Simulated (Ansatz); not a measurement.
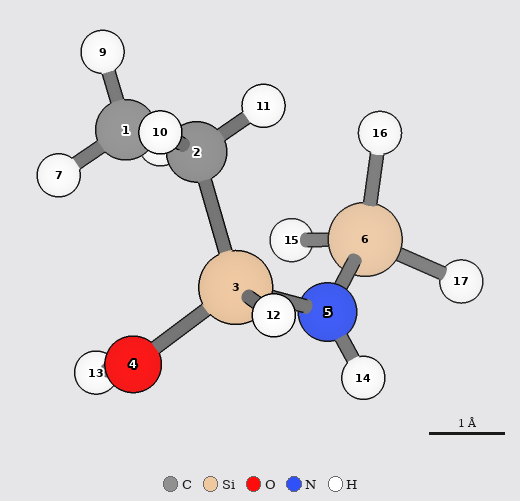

*The structure as given in the input (ball-and-stick view, seen at an oblique angle; atoms are numbered from 1 in the order of the input).*

# Nudged elastic band of C$_{2}$H$_{11}$NOSi$_{2}$ (part 1 of 2)

System: C$_{2}$H$_{11}$NOSi$_{2}$, SMILES CC[SiH](O)N[SiH3].
Method: RKS B3LYP-D4/6-31G (Ansatz 0.2.0).

The run did not end well. One setting was made poor on purpose. It belongs to a series of runs on one base structure; here: band between the two ends.

Input:
```yaml
crystal:
  periodic: [false, false, false]
  atoms:
    - { symbol: C, position_ang: [1.691161, -0.759891, -0.618034] }
    - { symbol: C, position_ang: [0.938026, 0.514242, -1.050471] }
    - { symbol: Si, position_ang: [-0.962175, 0.357042, -0.99215] }
    - { symbol: O, position_ang: [-1.46783, -1.119285, -1.748968] }
    - { symbol: "N", position_ang: [-1.498193, 0.488694, 0.694069] }
    - { symbol: Si, position_ang: [-0.547075, 0.423521, 2.202455] }
    - { symbol: H, position_ang: [1.398146, -1.616158, -1.236907] }
    - { symbol: H, position_ang: [1.493387, -1.021469, 0.428217] }
    - { symbol: H, position_ang: [2.774825, -0.632919, -0.722425] }
    - { symbol: H, position_ang: [1.207737, 0.76647, -2.08412] }
    - { symbol: H, position_ang: [1.238723, 1.370401, -0.432846] }
    - { symbol: H, position_ang: [-1.67024, 1.373743, -1.831293] }
    - { symbol: H, position_ang: [-1.294171, -1.995945, -1.36914] }
    - { symbol: H, position_ang: [-2.498101, 0.601302, 0.827344] }
    - { symbol: H, position_ang: [-0.075793, -0.963157, 2.560043] }
    - { symbol: H, position_ang: [0.677098, 1.289154, 2.100505] }
    - { symbol: H, position_ang: [-1.424626, 0.923653, 3.314019] }
basis:
  gaussian: { orbitals: "6-31G" }
hamiltonian:
  xc: b3lyp
  dispersion: d4
neb:
  order_check: false
  images: 5
  f_tol: 0.2
  max_iterations: 10
  final_atoms:
    - { symbol: C, position_ang: [1.61847504, -0.92892882, -0.58118903] }
    - { symbol: C, position_ang: [0.98481802, 0.39289947, -1.05978064] }
    - { symbol: Si, position_ang: [-0.92203462, 0.40600784, -1.01121054] }
    - { symbol: O, position_ang: [-1.55159986, -1.0472427, -1.71887795] }
    - { symbol: "N", position_ang: [-1.45121281, 0.64374242, 0.66547696] }
    - { symbol: Si, position_ang: [-0.51724962, 0.54792471, 2.18262484] }
    - { symbol: H, position_ang: [1.25598038, -1.77434995, -1.17772689] }
    - { symbol: H, position_ang: [1.38908832, -1.13977261, 0.47014135] }
    - { symbol: H, position_ang: [2.7099773, -0.90144829, -0.67690048] }
    - { symbol: H, position_ang: [1.28204246, 0.58728201, -2.09839035] }
    - { symbol: H, position_ang: [1.35700566, 1.23793464, -0.46627815] }
    - { symbol: H, position_ang: [-1.53561895, 1.44958482, -1.89073585] }
    - { symbol: H, position_ang: [-1.45462376, -1.92038697, -1.30512223] }
    - { symbol: H, position_ang: [-2.43788062, 0.84850607, 0.78669715] }
    - { symbol: H, position_ang: [0.78214492, 1.29148586, 2.05803348] }
    - { symbol: H, position_ang: [-1.34982555, 1.16798399, 3.267679] }
    - { symbol: H, position_ang: [-0.17858731, -0.8618245, 2.59585734] }
  initial_path:
    images:
      - { positions_ang: [[1.691161, -0.759891, -0.618034], [0.938026, 0.514242, -1.050471], [-0.962175, 0.357042, -0.99215], [-1.46783, -1.119285, -1.748968], [-1.498193, 0.488694, 0.694069], [-0.547075, 0.423521, 2.202455], [1.398146, -1.616158, -1.236907], [1.493387, -1.021469, 0.428217], [2.774825, -0.632919, -0.722425], [1.207737, 0.76647, -2.08412], [1.238723, 1.370401, -0.432846], [-1.67024, 1.373743, -1.831293], [-1.294171, -1.995945, -1.36914], [-2.498101, 0.601302, 0.827344], [-0.075793, -0.963157, 2.560043], [0.677098, 1.289154, 2.100505], [-1.424626, 0.923653, 3.314019]] }
      - { positions_ang: [[1.73050504, -0.8761749, -0.67169796], [0.98236818, 0.43520723, -1.02727905], [-0.90721402, 0.34410281, -0.8899348], [-1.48231384, -0.98132611, -1.72073873], [-1.40586432, 0.23763024, 0.73875209], [-0.64922459, 0.57353647, 2.15601461], [1.38531728, -1.68511166, -1.30982851], [1.56024849, -1.1508388, 0.36213253], [2.79222578, -0.74400968, -0.80639515], [1.22357845, 0.71675483, -2.05114638], [1.34515908, 1.2516033, -0.39252945], [-1.54834347, 1.47632301, -1.50838782], [-1.34909391, -1.8774687, -1.41576044], [-2.41822888, 0.27688462, 0.83648923], [-0.11023829, 0.0384609, 2.19284265], [-0.24306003, 1.27531247, 2.33982507], [-0.92492194, 0.68851199, 3.2079401]] }
      - { positions_ang: [[1.76984907, -0.9924588, -0.72536191], [1.02671036, 0.35617247, -1.0040871], [-0.85225305, 0.33116362, -0.78771959], [-1.49679768, -0.84336723, -1.69250946], [-1.31353564, -0.01343353, 0.78343518], [-0.75137418, 0.72355194, 2.10957423], [1.37248857, -1.75406533, -1.38275002], [1.62710998, -1.2802086, 0.29604807], [2.80962657, -0.85510036, -0.8903653], [1.23941989, 0.66703966, -2.01817275], [1.45159516, 1.13280559, -0.3522129], [-1.42644695, 1.57890302, -1.18548263], [-1.40401681, -1.75899239, -1.46238089], [-2.33835676, -0.04753277, 0.84563445], [-0.14468358, 1.04007879, 1.82564229], [-1.16321807, 1.26147095, 2.57914513], [-0.42521788, 0.45337097, 3.10186121]] }
      - { positions_ang: [[1.80919311, -1.1087427, -0.77902587], [1.07105253, 0.2771377, -0.98089514], [-0.79729207, 0.31822442, -0.68550439], [-1.51128152, -0.70540834, -1.66428019], [-1.22120696, -0.26449729, 0.82811826], [-0.85352377, 0.8735674, 2.06313384], [1.35965985, -1.82301899, -1.45567153], [1.69397147, -1.4095784, 0.2299636], [2.82702735, -0.96619103, -0.97433545], [1.25526134, 0.61732448, -1.98519913], [1.55803124, 1.01400789, -0.31189634], [-1.30455042, 1.68148303, -0.86257745], [-1.45893972, -1.64051609, -1.50900133], [-2.25848464, -0.37195015, 0.85477968], [-0.17912887, 2.04169669, 1.45844194], [-2.0833761, 1.24762942, 2.8184652], [0.07448618, 0.21822996, 2.99578231]] }
      - { positions_ang: [[1.74562042, -1.04880474, -0.71308026], [1.0423077, 0.31572496, -1.00719031], [-0.83887292, 0.34748556, -0.79407311], [-1.52472097, -0.81935313, -1.68247944], [-1.29787558, 0.03824928, 0.7739045], [-0.74143239, 0.76501984, 2.10296417], [1.32510002, -1.80679598, -1.36302332], [1.59234375, -1.31964314, 0.31002285], [2.78801067, -0.94461012, -0.87519046], [1.26418838, 0.60731033, -2.02292954], [1.49102271, 1.08865014, -0.36335695], [-1.38157326, 1.60418363, -1.20529692], [-1.45750106, -1.73380638, -1.44104163], [-2.3182833, 0.03486859, 0.8320855], [0.14129573, 1.79162641, 1.65830579], [-1.83885925, 1.22108094, 2.96820313], [-0.00987165, -0.14178819, 2.86247399]] }
      - { positions_ang: [[1.68204773, -0.98886678, -0.64713464], [1.01356286, 0.35431222, -1.03348548], [-0.88045377, 0.3767467, -0.90264182], [-1.53816041, -0.93329791, -1.70067869], [-1.37454419, 0.34099585, 0.71969073], [-0.629341, 0.65647227, 2.1427945], [1.2905402, -1.79057296, -1.2703751], [1.49071603, -1.22970787, 0.3900821], [2.74899399, -0.9230292, -0.77604547], [1.27311542, 0.59729617, -2.06065995], [1.42401419, 1.16329239, -0.41481755], [-1.4585961, 1.52688422, -1.54801638], [-1.45606241, -1.82709668, -1.37308193], [-2.37808196, 0.44168733, 0.80939133], [0.46172032, 1.54155614, 1.85816964], [-1.5943424, 1.19453247, 3.11794106], [-0.09422948, -0.50180635, 2.72916566]] }
      - { positions_ang: [[1.61847504, -0.92892882, -0.58118903], [0.98481802, 0.39289947, -1.05978064], [-0.92203462, 0.40600784, -1.01121054], [-1.55159986, -1.0472427, -1.71887795], [-1.45121281, 0.64374242, 0.66547696], [-0.51724962, 0.54792471, 2.18262484], [1.25598038, -1.77434995, -1.17772689], [1.38908832, -1.13977261, 0.47014135], [2.7099773, -0.90144829, -0.67690048], [1.28204246, 0.58728201, -2.09839035], [1.35700566, 1.23793464, -0.46627815], [-1.53561895, 1.44958482, -1.89073585], [-1.45462376, -1.92038697, -1.30512223], [-2.43788062, 0.84850607, 0.78669715], [0.78214492, 1.29148586, 2.05803348], [-1.34982555, 1.16798399, 3.267679], [-0.17858731, -0.8618245, 2.59585734]] }
```

Machine: 1 thread of Arm Neoverse V2, 24 GiB of memory available, shared host.

Command:
```bash
ansatz run input.yaml --threads 1 --pin off --max-ram 2048MiB --backend cpu --events-out ev --progress --plain --runs-dir out
```

The program's output:
```
Engine: ansatz 0.2.0, aarch64-unknown-linux-gnu
Functional definition: B3LYP
  parameter a0 = 0.2
  parameter ax = 0.72
  parameter ac = 0.81
  exchange = (1 - a0 - ax)*slater_x + ax*b88_x + a0*exact_x
  correlation = (1 - ac)*vwn_rpa_c + ac*lyp_c
1176 factors; integrals over basis functions are off by at most 1.7e-4 eV
mean field evaluation 1: about -21530.3040 eV, gradient 8.3e1 eV
mean field evaluation 2: about -21509.0734 eV, gradient 1.3e2 eV
mean field evaluation 4: about -21544.4065 eV, gradient 6.4e0 eV
mean field evaluation 8: about -21544.5508 eV, gradient 2.2e-1 eV
mean field evaluation 16: about -21544.5509 eV, gradient 2.7e-5 eV
mean field -21544.55092981 eV, -791.7476432494 hartree, gradient 2.7e-5 eV, S^2 0.000000; 0 other end points of the search recorded, 0 dependent functions left out
the calculation of the forces begins
reference -21544.55122062 eV, -791.7476539364 hartree; 33, 33 occupied and 51, 51 virtual orbitals, 1176 factors
1176 factors; integrals over basis functions are off by at most 1.7e-4 eV
mean field evaluation 32: about -21544.5509 eV, gradient 2.5e-5 eV
mean field -21544.55085091 eV, -791.7476403499 hartree, gradient 2.7e-5 eV, S^2 0.000000; 0 other end points of the search recorded, 0 dependent functions left out
[... from here on the field's lines of each further geometry are left out, up to the last ...]
NEB iter   1: max|band force component| = 8.377e1 eV/Å  barrier→ = 38.2976 eV  barrier← = 38.2977 eV  Δτ_max = 0.2000 Å  (181 SCF iters)
NEB iter   2: max|band force component| = 3.842e1 eV/Å  barrier→ = 18.0587 eV  barrier← = 18.0588 eV  Δτ_max = 0.1998 Å  (143 SCF iters)
NEB iter   3: max|band force component| = 1.889e1 eV/Å  barrier→ = 8.0527 eV  barrier← = 8.0527 eV  Δτ_max = 0.1988 Å  (144 SCF iters)
NEB iter   4: max|band force component| = 9.560e0 eV/Å  barrier→ = 3.5410 eV  barrier← = 3.5411 eV  Δτ_max = 0.2000 Å  (145 SCF iters)
NEB iter   5: max|band force component| = 5.163e0 eV/Å  barrier→ = 1.4412 eV  barrier← = 1.4413 eV  Δτ_max = 0.2000 Å  (145 SCF iters)
NEB iter   6: max|band force component| = 2.460e0 eV/Å  barrier→ = 0.7253 eV  barrier← = 0.7254 eV  Δτ_max = 0.1999 Å  (143 SCF iters)
NEB iter   7: max|band force component| = 1.324e0 eV/Å  barrier→ = 0.6389 eV  barrier← = 0.6389 eV  Δτ_max = 0.1991 Å  (142 SCF iters)
NEB iter   8: max|band force component| = 1.642e0 eV/Å  barrier→ = 0.6229 eV  barrier← = 0.6230 eV  Δτ_max = 0.1991 Å  (140 SCF iters)
NEB iter   9: max|band force component| = 1.497e0 eV/Å  barrier→ = 0.5742 eV  barrier← = 0.5742 eV  Δτ_max = 0.1980 Å  (143 SCF iters)
the calculation of the forces begins
reference -21544.51774862 eV, -791.7464238633 hartree; 33, 33 occupied and 51, 51 virtual orbitals, 1176 factors
these checks for a lower state are left out or cut short: starts, cluster_reference, orbital_swaps, neighbouring_geometries, increment
1176 factors; integrals over basis functions are off by at most 1.7e-4 eV
mean field -21544.53520692 eV, -791.7470654438 hartree, gradient 2.1e-5 eV, S^2 0.000000; 0 other end points of the search recorded, 0 dependent functions left out
the calculation of the forces begins
reference -21544.53549577 eV, -791.7470760590 hartree; 33, 33 occupied and 51, 51 virtual orbitals, 1176 factors
NEB iter  10: max|band force component| = 1.089e0 eV/Å  barrier→ = 0.4156 eV  barrier← = 0.4157 eV  Δτ_max = 0.1993 Å  (143 SCF iters)
```

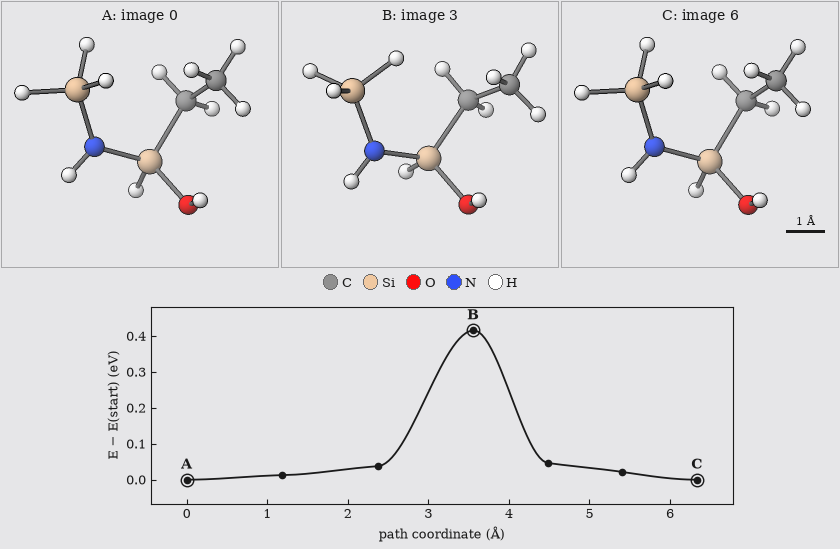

*Images of the last band (counted from 0; ball-and-stick, seen at a tilt) above the energy along the path; the line is a cubic interpolation that uses the forces.*

The highest image is number 3, 0.416 eV above the start and 0.416 eV above the end; start and end have the same energy. The path is 6.33 Å long. The band had not converged after 10 iterations.
